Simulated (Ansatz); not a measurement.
# CH5F2NOSi: what the fields show

```yaml
atoms:
  - { symbol: N, position_ang: [-0.3557, -1.4966, 0.6691] }
  - { symbol: C, position_ang: [0.6578, -0.2471, 0.8097] }
  - { symbol: F, position_ang: [1.7543, -0.9223, 1.3006] }
  - { symbol: O, position_ang: [0.9525, -0.0354, -0.5622] }
  - { symbol: Si, position_ang: [0.0001, 1.2482, -1.0282] }
  - { symbol: F, position_ang: [-1.5559, 0.7135, -0.9129] }
  - { symbol: H, position_ang: [0.0365, -2.2499, 0.0765] }
  - { symbol: H, position_ang: [-0.5717, -1.8647, 1.5988] }
  - { symbol: H, position_ang: [-1.2113, -1.1308, 0.2360] }
  - { symbol: H, position_ang: [0.1349, 2.4729, -0.2173] }
  - { symbol: H, position_ang: [0.2597, 1.4671, -2.4718] }
```

All numbers below come from RKS B3LYP-D4/def2-SVP in Ansatz 0.2.0.

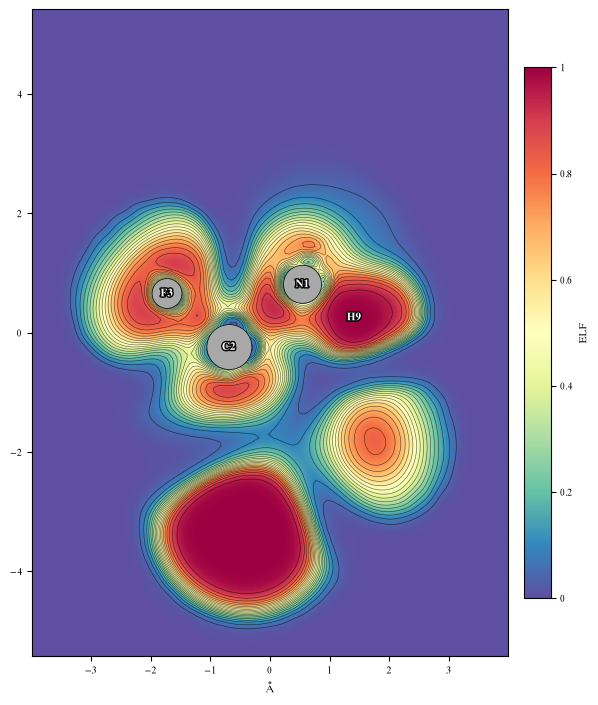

Figure 1. ELF on the plane of atoms N1, C2 and F3. Grey discs cover the atomic cores.

> What does the map show?

- The section cuts through N, C, F and H sites.
- C–F (1.38 Å): the ELF peaks at about 0.85 between the atoms, as expected for a polar covalent bond.
- C–N (1.61 Å): the ELF peaks at about 0.95 between the atoms; a shared electron pair.
- N–H (1.03 Å): the ELF climbs to about 1 towards the hydrogen, as it does in any bond to H (an ordinary covalent bond to hydrogen).
- The ELF also peaks beside F6 and F3, away from the bonds: lone-pair regions.

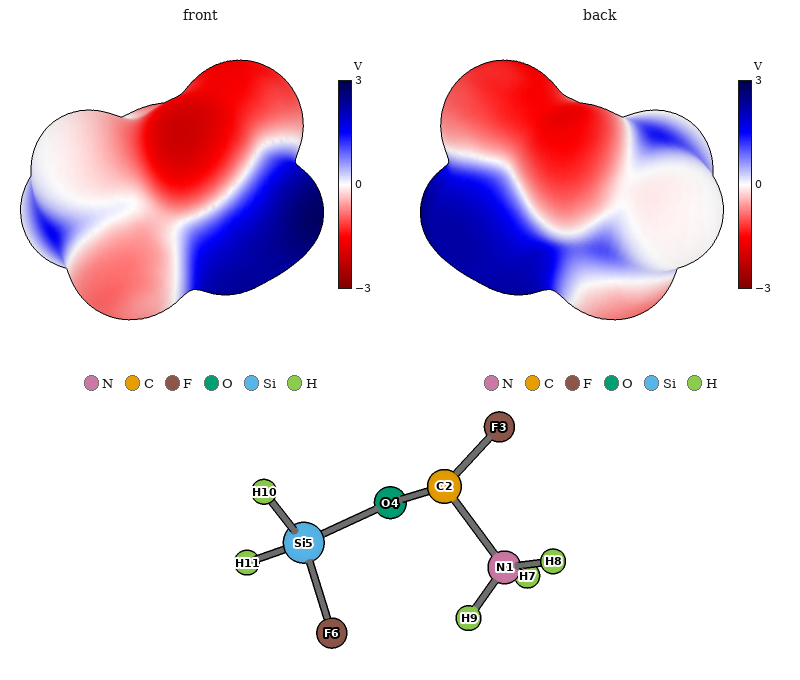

Figure 2. The molecular electrostatic potential painted on the density surface at 0.002 e/bohr³, seen from the front and from behind; red is negative and blue positive. The bare structure is drawn below in the same view.

> Describe the electrostatic potential map.

The most negative region (about −2.1 V, or −48 kcal/mol for a unit charge) lies over C2, the most positive (about +2.7 V, or +62 kcal/mol for a unit charge) over H8.

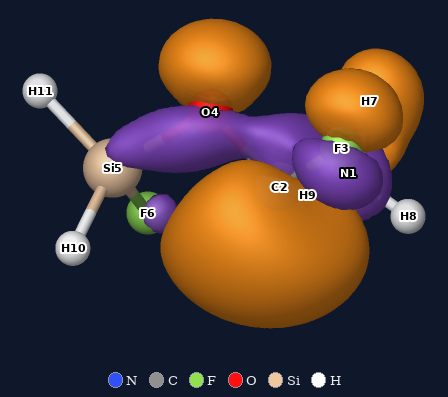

Figure 3. The HOMO at ±0.08 Å⁻³ᐟ² (orange and purple are the two phases), seen from one side.

> Where does this orbital lie, and at what energy?

By Hirshfeld shares it lies mainly on C2 (about 60 %), O4 (about 15 %), F3 (about 10 %) and N1 (about 5 %). Its energy is −5.04 eV.
